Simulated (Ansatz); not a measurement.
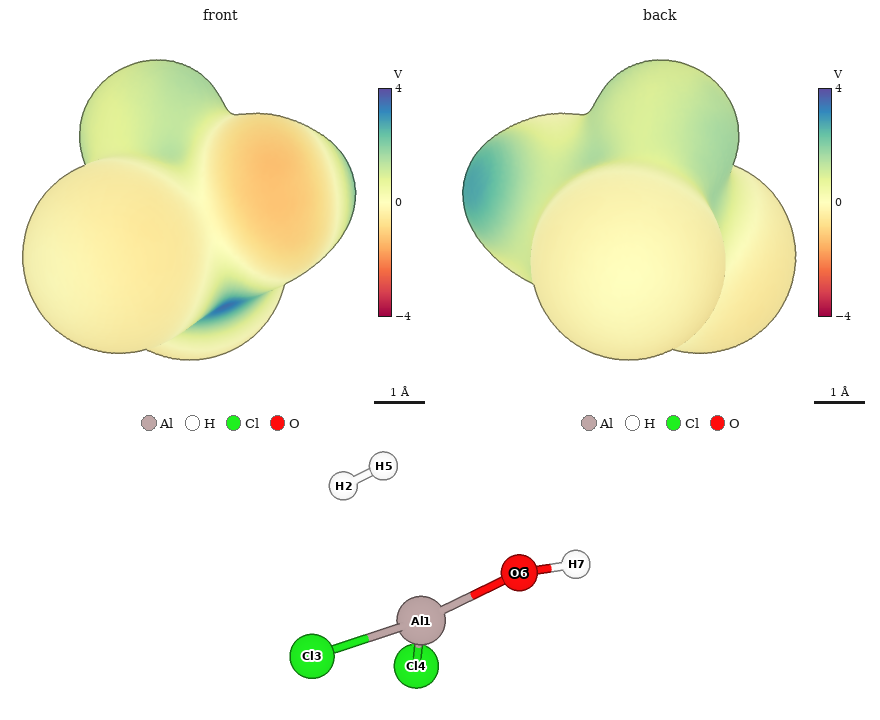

Figure 1: AlCl₂HO···H₂. The molecular electrostatic potential painted on the density surface at 0.002 e/bohr³, seen from the front and from behind; red is negative and blue positive. The bare structure is drawn below in the same view.

The product side of a reaction path; geometry: PBE0-D4/def2-TZVP.

The calculation used RKS PBE0-D4/def2-TZVPP in Ansatz.

```xyz
7

Al   -0.2899   -0.2853   -0.5006
H     0.1278   -0.3626    1.7647
Cl    0.1656   -2.3020   -0.7021
Cl   -2.2494    0.2795   -0.0560
H     0.7137    0.0422    1.5131
O     0.8616    0.8473   -0.9711
H     0.6707    1.7809   -1.0481
```

Question: Describe the electrostatic potential map.

Answer: The most negative region (about −1.2 V) lies over O6, the most positive (about +3.1 V) over Al1. O6 is the likeliest acceptor of a hydrogen bond.
